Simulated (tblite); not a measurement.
# C4H4NOSi: frequency calculation

- system: C4H4NOSi, multiplicity 2
- method: GFN2-xTB harmonic vibrations, gas phase (tblite 0.8.0)

It belongs to a series of runs on one base structure; here: H removed from sp3 C.

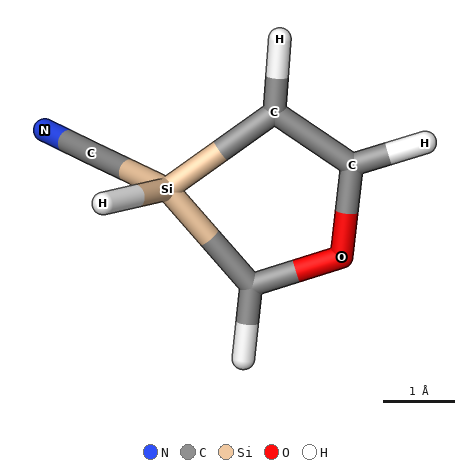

The input geometry (stick view, seen at a tilt). Bond lengths as drawn: C–C 1.34 Å, C–H 1.07 to 1.08 Å, C–N 1.15 Å, C–O 1.34 to 1.35 Å, C–Si 1.86 to 1.88 Å and H–Si 1.47 Å.

### Input file
```
{"job": {"kind": "ir", "xc": "GFN2-xTB", "basis": "xTB"}, "charge": 0, "multiplicity": 2}
N     -2.954217     1.574435    -0.744392
C     -2.135627     0.970328    -0.218178
Si    -0.780499    -0.014582     0.624492
C     -0.101990    -1.359945    -0.464961
O      1.176706    -1.150870    -0.794040
C      1.689181    -0.007069    -0.288980
C      0.906999     0.781544     0.467270
H     -1.284769    -0.377871     1.952458
H     -0.505414    -2.267599    -0.877460
H      2.718701     0.155624    -0.566170
H      1.276352     1.698676     0.883998
```

The first line tells a small driver script what to run in tblite; the rest is the geometry in Å.

Hardware: 1 CPU thread, shared host.

Launched with:
```bash
OMP_NUM_THREADS=1 python <driver script> task.json out
```

### The program's output
```
mode    cm-1     km/mol
  1      82.4      5.94
  2      92.9      5.68
  3     260.4     10.24
  4     291.9      0.56
  5     324.9     11.21
  6     422.5      0.35
  7     472.6     39.81
  8     500.7     47.87
  9     551.5     29.95
 10     615.4     11.71
 11     665.4    112.32
 12     682.5     26.58
 13     748.5     20.64
 14     829.8     28.19
 15     836.9     31.61
 16     841.0     11.07
 17     987.5     77.34
 18    1101.2      5.34
 19    1201.4      8.27
 20    1238.3      9.47
 21    1301.6     50.81
 22    1524.4     88.03
 23    2220.3    286.42
 24    2346.2     63.60
 25    3094.7     16.82
 26    3118.5      9.10
 27    3150.3     13.69
```

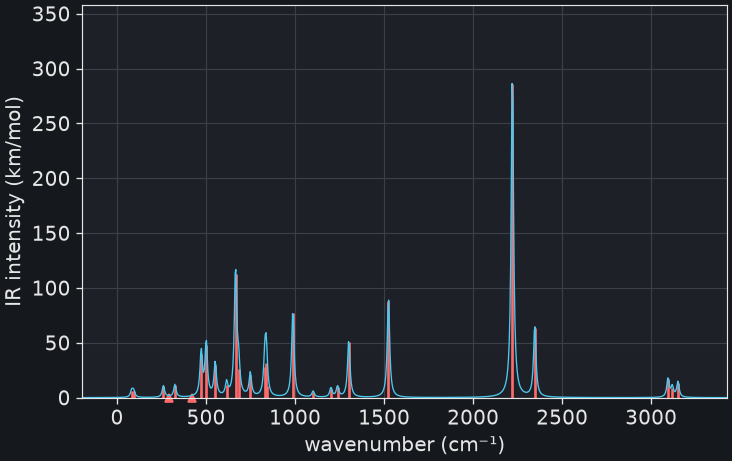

Harmonic infrared spectrum, unscaled: sticks (degenerate modes added up, dark ones marked on the axis) with a Lorentzian envelope of 16 cm⁻¹ full width, scaled to the tallest stick. 27 modes from 82 to 3150 cm⁻¹, none imaginary. The strongest line is at 2220 cm⁻¹ (286 km/mol).

### Key numbers

- outcome: converged
- total energy: −521.6931 eV
- zero-point energy: 42.1780 kcal/mol
- peak memory: 0.18 GiB
